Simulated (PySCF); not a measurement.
# triplet BrCl at 6 levels

We compute a comparison of 6 runs (U-r2SCAN/def2-TZVPPD, U-wB97X/def2-TZVPPD, UBLYP/def2-TZVPPD, UCAM-B3LYP/def2-TZVPPD, UPBE/def2-TZVPPD, UTPSS/def2-TZVPPD) of triplet BrCl. 

Program for the calculation: PySCF 2.14.0.

4 further runs of the same task are left out: 4 set aside as unsound or not needed.

### Step 1. The molecule

The species is BrCl (2 atoms), meant as a triplet with charge 0. As SMILES of the parent species, `ClBr`. The bond length is the one measured for the parent species. That shape belongs to the parent species and isn't relaxed for this state.

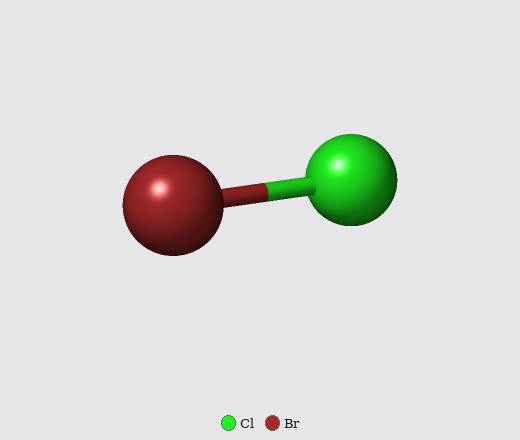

Viewed from a chosen angle; chlorine green, bromine red.

### Step 2. A single-point energy at U-r2SCAN/def2-TZVPPD (run 1)

File input.xyz:

```xyz
2

Cl     0.000000     0.000000     0.000000
Br     0.000000     0.000000     2.136065
```

File job.py:

```python
from pyscf import gto, dft

mol = gto.Mole()
mol.atom = 'input.xyz'
mol.basis = 'def2-tzvppd'
mol.max_memory = 1860
mol.verbose = 3
mol.spin = 2
mol.build()

mf = dft.UKS(mol, xc='r2scan')
mf.grids.level = 5
mf.conv_tol = 1e-10
mf.kernel()
if not mf.converged:
    mf = mf.newton().run(mf.mo_coeff, mf.mo_occ)

etot = mf.e_tot
print(f'total energy: {etot:.8f} hartree')
```

On the command line:

```console
$ OMP_NUM_THREADS=1 python job.py
```

What it wrote:

```text
WARN: HOMO -0.159987439933012 >= LUMO -0.283974654051778

WARN: HOMO -0.176695776929659 >= LUMO -0.239051480696564

WARN: HOMO -0.182762226472427 >= LUMO -0.246529326606549

WARN: HOMO -0.181277829096061 >= LUMO -0.245726813118157

WARN: HOMO -0.18517723980489 >= LUMO -0.248894573555762

WARN: HOMO -0.183767954802136 >= LUMO -0.247279656763473

WARN: HOMO -0.18409006398425 >= LUMO -0.247437968226921

WARN: HOMO -0.184074317041489 >= LUMO -0.247399899039206

WARN: HOMO -0.184083386646783 >= LUMO -0.247400382322823

WARN: HOMO -0.184080045250759 >= LUMO -0.247397102956947

WARN: HOMO -0.18408025784284 >= LUMO -0.247397202486311

WARN: HOMO -0.184080410092506 >= LUMO -0.247397324419384

converged SCF energy = -3034.21288805838  <S^2> = 2.0063056  2S+1 = 3.0042008
total energy: -3034.21288806 hartree
```

It took 39 s on 1 thread of Arm Neoverse V1, shared host; peak memory 0.59 GiB.

### Step 3. The energy at U-wB97X/def2-TZVPPD (run 2)

File input.py:

```python
from pyscf import gto, dft

mol = gto.M(
    atom='''
Cl     0.000000     0.000000     0.000000
Br     0.000000     0.000000     2.136065
''',
    verbose=3,
    spin=2,
    basis='def2-tzvppd',
    max_memory=1860,
)

myscf = dft.UKS(mol)
myscf.xc = 'wb97x'
myscf.conv_tol = 1e-10
myscf.grids.level = 5
myscf.kernel()
if not myscf.converged:
    myscf = myscf.newton().run(myscf.mo_coeff, myscf.mo_occ)

e_tot = myscf.e_tot
print(f'total energy: {e_tot:.8f} hartree')
```

On the command line:

```console
$ OMP_NUM_THREADS=1 python input.py
```

What it wrote:

```text
WARN: HOMO -0.154135176574318 >= LUMO -0.33835882642145

converged SCF energy = -3034.27489442415  <S^2> = 2.0095919  2S+1 = 3.0063878
total energy: -3034.27489442 hartree
```

Wall time 33 s (1 thread of Arm Neoverse V1, shared host); peak memory 0.55 GiB.

Run 3 isn't shown in full; the table further down has it.

### Step 4. A single-point energy at UCAM-B3LYP/def2-TZVPPD (run 4)

File start.xyz:

```xyz
2

Cl     0.000000     0.000000     0.000000
Br     0.000000     0.000000     2.136065
```

File input.py:

```python
from pyscf import gto, dft

mol = gto.Mole()
mol.atom = 'start.xyz'
mol.spin = 2
mol.charge = 0
mol.max_memory = 1860
mol.verbose = 4
mol.basis = 'def2-tzvppd'
mol.build()

calc0 = dft.UKS(mol, xc='cam-b3lyp')
calc0.conv_tol = 1e-10
calc0.grids.level = 5
calc0.kernel()
if not calc0.converged:
    calc0 = calc0.newton().run(calc0.mo_coeff, calc0.mo_occ)

etot = calc0.e_tot
print('Final energy', etot)
```

On the command line:

```console
$ OMP_NUM_THREADS=1 python input.py
```

What it wrote:

```text
PySCF version 2.14.0

[... 50 lines left out ...]
WARN: beta  nocc = 25  HOMO -0.321311536509817 >= LUMO -0.321311536509799
[... 1 line left out ...]
WARN: HOMO -0.159086789177319 >= LUMO -0.321311536509799
[... 50 lines left out ...]
converged SCF energy = -3034.39270574936  <S^2> = 2.0076125  2S+1 = 3.0050707
Final energy -3034.3927057493584
```

It took 33 s on 1 thread of Arm Neoverse V1, shared host; peak memory 0.55 GiB.

Run 5 isn't shown in full; the table further down has it.

### Step 5. The energy at UTPSS/def2-TZVPPD (run 6)

File input.py:

```python
from pyscf import gto, dft

mol = gto.Mole()
mol.atom = '''
Cl       0.000000       0.000000       0.000000
Br       0.000000       0.000000       2.136065
'''
mol.max_memory = 1860
mol.spin = 2
mol.basis = 'def2-tzvppd'
mol.charge = 0
mol.verbose = 3
mol.build()

ks = dft.UKS(mol, xc='tpss')
ks.grids.level = 5
ks.conv_tol = 1e-10
ks.kernel()
if not ks.converged:
    ks = ks.newton().run(ks.mo_coeff, ks.mo_occ)

etot = ks.e_tot
print('E(%s) = %.9f' % ('TPSS', etot))
```

On the command line:

```console
$ OMP_NUM_THREADS=1 python input.py
```

What it wrote:

```text
WARN: HOMO -0.158690078652022 >= LUMO -0.276336846451622

WARN: HOMO -0.166714627988682 >= LUMO -0.231152842564616

WARN: HOMO -0.174506112254559 >= LUMO -0.245038746486891

WARN: HOMO -0.172740037451366 >= LUMO -0.246317131692746

WARN: HOMO -0.176747163555845 >= LUMO -0.250078666719483

WARN: HOMO -0.175066327856364 >= LUMO -0.248369485753265

WARN: HOMO -0.175249670553221 >= LUMO -0.248459017304927

WARN: HOMO -0.175258514900218 >= LUMO -0.248445252542959

WARN: HOMO -0.175268886398001 >= LUMO -0.248452935909981

WARN: HOMO -0.175265150623108 >= LUMO -0.248449997672687

WARN: HOMO -0.175265869968595 >= LUMO -0.248450599565817

WARN: HOMO -0.17526594259915 >= LUMO -0.248450566610125

converged SCF energy = -3034.18991044364  <S^2> = 2.0034622  2S+1 = 3.0023073
E(TPSS) = -3034.189910444
```

It took 38 s on 1 thread of Arm Neoverse V1, shared host; peak memory 0.59 GiB.

### Step 6. Overview of the runs

```csv
run,level,energy (Eh),dipole moment (D),HOMO energy (eV),⟨S²⟩,wall time
1,U-r2SCAN/def2-TZVPPD,-3034.212888,0.40,-5.01,2.006,39 s
2,U-wB97X/def2-TZVPPD,-3034.274894,0.73,-8.12,2.010,33 s
3,UBLYP/def2-TZVPPD,-3034.290316,0.36,-4.54,2.003,23 s
4,UCAM-B3LYP/def2-TZVPPD,-3034.392706,0.56,-7.18,2.008,33 s
5,UPBE/def2-TZVPPD,-3033.691577,0.39,-4.70,2.003,22 s
6,UTPSS/def2-TZVPPD,-3034.189910,0.38,-4.77,2.003,38 s
```

### Step 7. Summary of results

| quantity | value |
| --- | --- |
| run 6: total energy | -3034.18991 Eh |
| run 6: dipole moment | 0.38 D |
| run 6: HOMO energy (highest over α and β) | -4.77 eV |
| run 6: ⟨S²⟩ | 2.003 |

In words: The dipole moment (its size) runs from 0.36 D (UBLYP/def2-TZVPPD) to 0.73 D (U-wB97X/def2-TZVPPD). Totals of different functionals can't be ranked against each other. All runs together took 3.1 min, the longest 39 s.

Huber and Herzberg's tables give the ground state of this molecule as 1Σ+; the runs here treat another spin state.
